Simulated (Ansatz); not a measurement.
CH5ClGe···H2

```xyz
10

Ge   -0.4826   -0.8077   -0.6411
Cl    1.5629   -1.1525   -1.2668
H    -1.3662   -1.3004   -1.7970
H    -0.6945   -1.6644    0.6155
C    -0.6752    1.0921   -0.3026
H     2.0179   -0.3755    1.7174
H     1.7738   -0.1556    2.3885
H    -1.6976    1.3128    0.0101
H     0.0126    1.3979    0.4855
H    -0.4511    1.6536   -1.2095
```

The reactant side of a reaction path; geometry: PBE0-D4/def2-TZVP; a saddle point, not a minimum.

Method: Ansatz 0.2.0, RKS PBE0-D4/def2-TZVPP.

**Predict the electron density and electron localisation function between the atoms.**

C–Ge (1.94 Å): ρ is about 0.9 e/Å³ halfway; the ELF peaks at about 0.90 in the valence shell of C, 0.7 Å from its nucleus, and is about 0.65 at the midpoint.
Ge–Cl (2.17 Å): ρ is about 0.76 e/Å³ halfway; the ELF peaks at about 0.85 in the valence shell of Cl, 0.8 Å from its nucleus, and is about 0.70 at the midpoint.
C–H (1.09 Å): ρ at the midpoint is about 2 e/Å³; the ELF climbs to about 1 towards the hydrogen, as it does in any bond to H (an ordinary covalent bond to hydrogen).

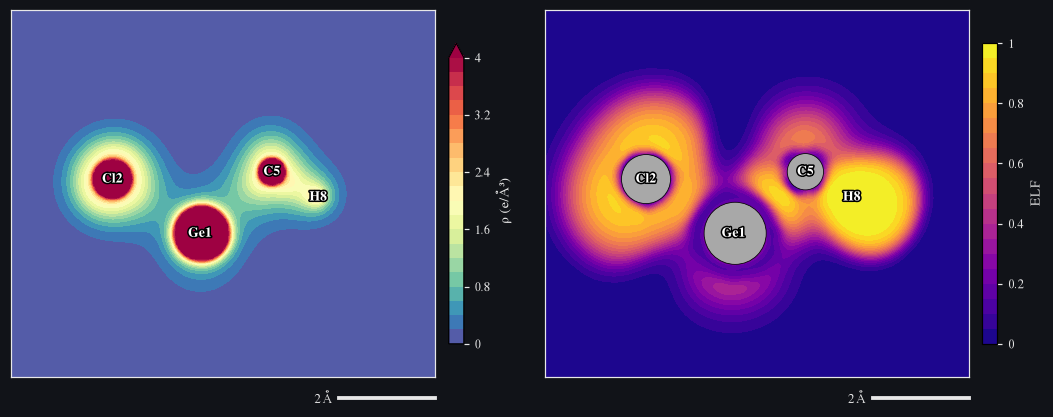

Computed electron density and electron localisation function on the plane of atoms Ge1, C5 and H8, in this order. Grey discs cover the atomic cores in the ELF map. 
